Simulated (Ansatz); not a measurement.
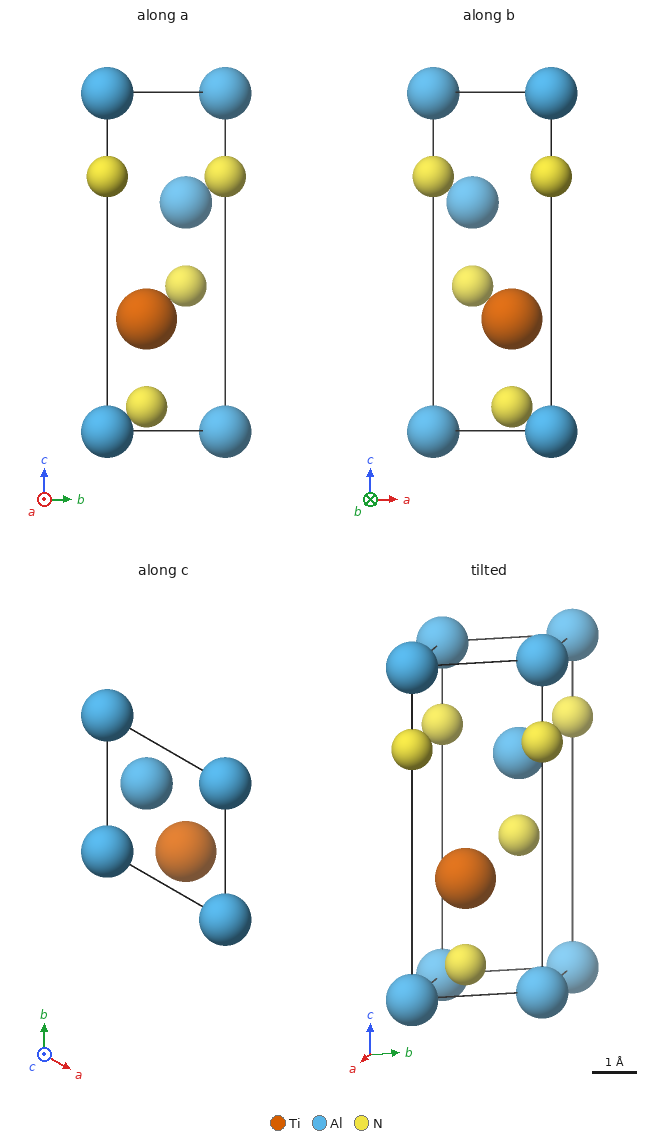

Shown here is a spheres-only view of the crystal, taken along the a axis, along the b axis, along the c axis and slightly off an axis. Atoms at the boundary of the conventional unit cell (the box) are drawn once for each face, edge or corner they touch.

Lattice parameters: a = 3.1505 Å, b = 3.1505 Å, c = 7.8271 Å, α = 90.000°, β = 90.000°, γ = 120.000°.

> Record the structure as a CIF in P1 with every atom of the cell, with free fractional coordinates to two decimals.

```cif
data_structure
_symmetry_space_group_name_H-M 'P 1'
_symmetry_Int_Tables_number 1
_cell_length_a 3.1505
_cell_length_b 3.1505
_cell_length_c 7.8271
_cell_angle_alpha 90.000
_cell_angle_beta 90.000
_cell_angle_gamma 120.000
_cell_volume 67.28
loop_
_atom_site_label
_atom_site_type_symbol
_atom_site_fract_x
_atom_site_fract_y
_atom_site_fract_z
_atom_site_occupancy
Ti1 Ti 0.6667 0.3333 0.33 1
Al1 Al 0.00 0.00 0.00 1
Al2 Al 0.3333 0.6667 0.67 1
N1 N 0.6667 0.3333 0.07 1
N2 N 0.3333 0.6667 0.43 1
N3 N 0.00 0.00 0.75 1
```

Starting structure: a structure type filled with these elements by a generator (whether the compound takes this form wasn't checked). Earlier steps of the study may have refined or changed the cell and positions. It was run through Ansatz as a DFT input.
